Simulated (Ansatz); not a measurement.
H2N2S

```xyz
5

N    -2.1172    0.1321    0.1232
N    -1.6013    1.1208   -0.3998
S    -2.0669    1.4670   -2.0111
H    -1.7247    0.0796    1.0790
H    -2.9357    0.4333   -2.1923
```

Geometry: PBE0-D3(BJ)/def2-SVP.

The calculation used Ansatz, isolated molecule in a Gaussian basis; Kohn-Sham density functional theory, functional PBE0.

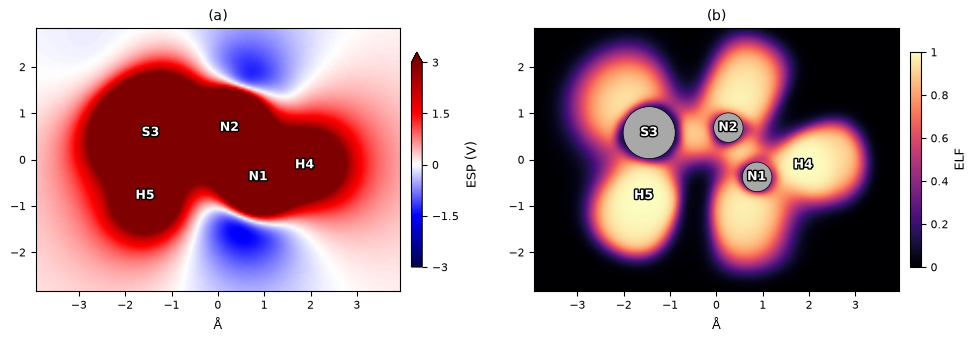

Figure 1. (a) electrostatic potential; (b) electron localisation function on the molecular plane. Grey discs cover the atomic cores in the ELF map.

> What do the fields say about this system?

The section cuts through N, S and H sites. N–N (1.23 Å): the ELF peaks at about 0.90 between the atoms: a covalent bond. S–N (1.71 Å): the ELF peaks at about 0.90 between the atoms, as expected for localised, covalent bonding. N–H (1.03 Å): the ELF climbs to about 1 towards the hydrogen, as it does in any bond to H; a covalent bond by its length. S–H (1.36 Å): the ELF climbs to about 1 towards the hydrogen: a covalent bond by its length. The ELF also peaks beside N1, S3 and N2, away from the bonds: lone-pair regions. Outside the dense part of the molecule the potential is most negative (−1.6 V) near N1.

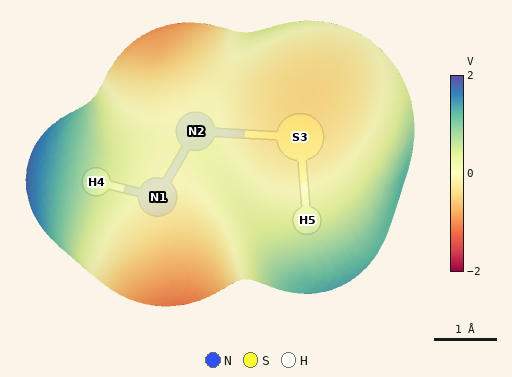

Figure 2. The electrostatic potential painted on the density surface at 0.002 e/bohr³, seen at a tilt; red is negative and blue positive.

> Which sites attract a positive test charge, and which a negative one?

A positive charge is drawn to the negative regions and a negative charge to the positive ones. The most negative region (about −1.1 V, or −25 kcal/mol for a unit charge) lies over N1, the most positive (about +1.8 V, or +42 kcal/mol for a unit charge) over H4. N1 is the likeliest acceptor of a hydrogen bond.

> What dipole moment does the calculation give?

Its dipole moment is 0.62 D.

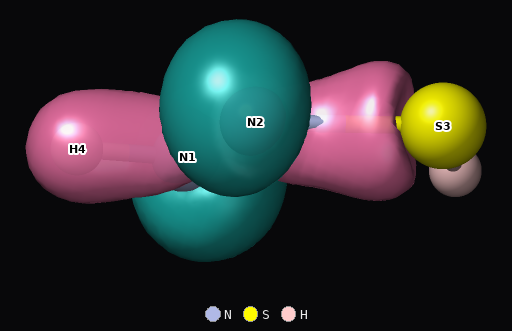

Figure 3. One frontier orbital at ±0.2 Å⁻³ᐟ² (teal and pink are the two phases), seen from one side.

> Which orbital is it: HOMO or LUMO?

The HOMO, at −7.40 eV. Its weight (Hirshfeld) is mainly on N1 (about 40 %), N2 (about 35 %), S3 (about 15 %) and H4 (about 5 %); it is symmetric in the molecular plane (an in-plane orbital: σ, lone-pair or in-plane π type).
